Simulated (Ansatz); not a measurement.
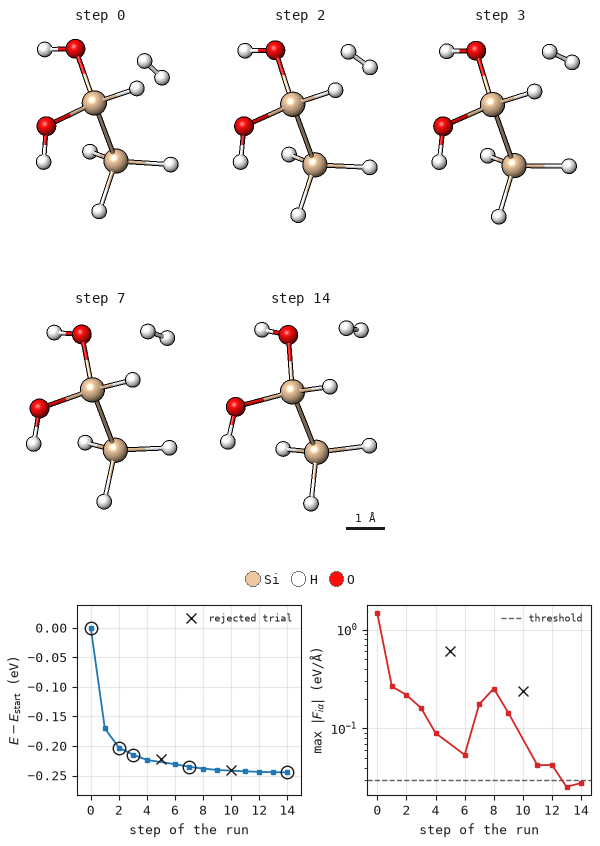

Frames of a relaxation of Si$_{2}$H$_{8}$O$_{2}$, marked on the history of the run. Style: ball-and-stick. Shown from a free direction.

The run prepares an end point of a later path (reaction) calculation, from a guessed geometry.

These are results of RKS B3LYP-D4/def2-SVP (Ansatz), not measurements. Settings: no spin polarisation; force threshold 0.03 eV/Å; at most 50 steps.

### Describe the path.

The largest move after the best rigid fit is that of an H atom, 1.10 Å. By element the largest moves are H 1.10 Å, O 0.39 Å, Si 0.26 Å. Among the contacts that change: Si–Si 2.262 → 2.363 Å, H–H 0.718 → 0.763 Å. Bond angles that change, for instance: Si–Si–O 114.4° → 112.0°, Si–Si–H 114.2° → 112.1°. Groups turn about Si–Si by about 30°. After 12 accepted moves (14 points after the start) the energy has fallen by 0.245 eV. Largest force component: 1.5 eV/Å at the start, 0.028 eV/Å at the end. The line search rejected the trial steps at points 5, 10 of the run. From step 0 to 2: an H atom moves most (0.39 Å), energy −0.203 eV. From step 2 to 3: an H atom moves most (0.20 Å), energy −0.012 eV. From step 3 to 7: an H atom moves most (0.31 Å), energy −0.021 eV. From step 7 to 14: an H atom moves most (0.33 Å), energy −0.009 eV.

```json
{"step": "0", "E − E(0), eV": "0.0000", "largest force component, eV/Å": "1.4565", "note": ""}
{"step": "1", "E − E(0), eV": "-0.1703", "largest force component, eV/Å": "0.2652", "note": ""}
{"step": "2", "E − E(0), eV": "-0.2028", "largest force component, eV/Å": "0.2178", "note": ""}
{"step": "3", "E − E(0), eV": "-0.2146", "largest force component, eV/Å": "0.1608", "note": ""}
{"step": "4", "E − E(0), eV": "-0.2237", "largest force component, eV/Å": "0.0895", "note": ""}
{"step": "5", "E − E(0), eV": "-0.2212", "largest force component, eV/Å": "0.6105", "note": "rejected"}
{"step": "6", "E − E(0), eV": "-0.2308", "largest force component, eV/Å": "0.0539", "note": ""}
{"step": "7", "E − E(0), eV": "-0.2353", "largest force component, eV/Å": "0.1752", "note": ""}
{"step": "8", "E − E(0), eV": "-0.2382", "largest force component, eV/Å": "0.2527", "note": ""}
{"step": "9", "E − E(0), eV": "-0.2406", "largest force component, eV/Å": "0.1437", "note": ""}
{"step": "10", "E − E(0), eV": "-0.2404", "largest force component, eV/Å": "0.2366", "note": "rejected"}
{"step": "11", "E − E(0), eV": "-0.2429", "largest force component, eV/Å": "0.0423", "note": ""}
{"step": "12", "E − E(0), eV": "-0.2438", "largest force component, eV/Å": "0.0425", "note": ""}
{"step": "13", "E − E(0), eV": "-0.2444", "largest force component, eV/Å": "0.0256", "note": ""}
{"step": "14", "E − E(0), eV": "-0.2446", "largest force component, eV/Å": "0.0279", "note": ""}
```

Limits of the set-up: the start holds two separate molecules, 2.3 Å apart at their closest, whose relative position is a soft coordinate.
